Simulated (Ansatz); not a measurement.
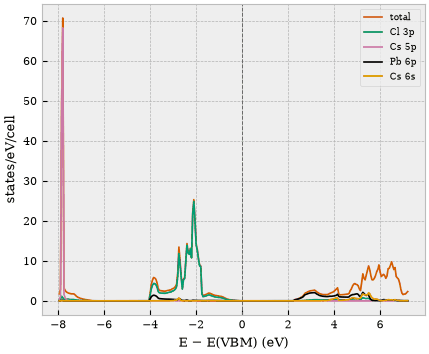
*Total and projected density of states of CsPbCl3 (cubic perovskite, Pm-3m), the program Ansatz at the PBE level (PAW)*

Question: Which orbitals carry the states next to the gap?

Answer: Top 1 eV of the valence band: Cl 3p 68 %, Pb 6s 24 %, Pb 6p 6 %. Bottom 1 eV of the conduction band: Pb 6p 80 %, Cl 3p 8 %, Cl 3s 7 %. Projections are on Löwdin-orthogonalised atomic valence shells; empty p or d shells of many metals are not among them.

This is a known high-temperature phase of the composition, computed here at zero pressure and temperature. The PBE relaxation kept the symmetry of its start; phonons on a q-mesh show weakly imaginary modes. Scalar-relativistic: spin–orbit coupling is off unless named, which matters more the heavier the elements.

Potentials: the later of the program's two PAW sets.
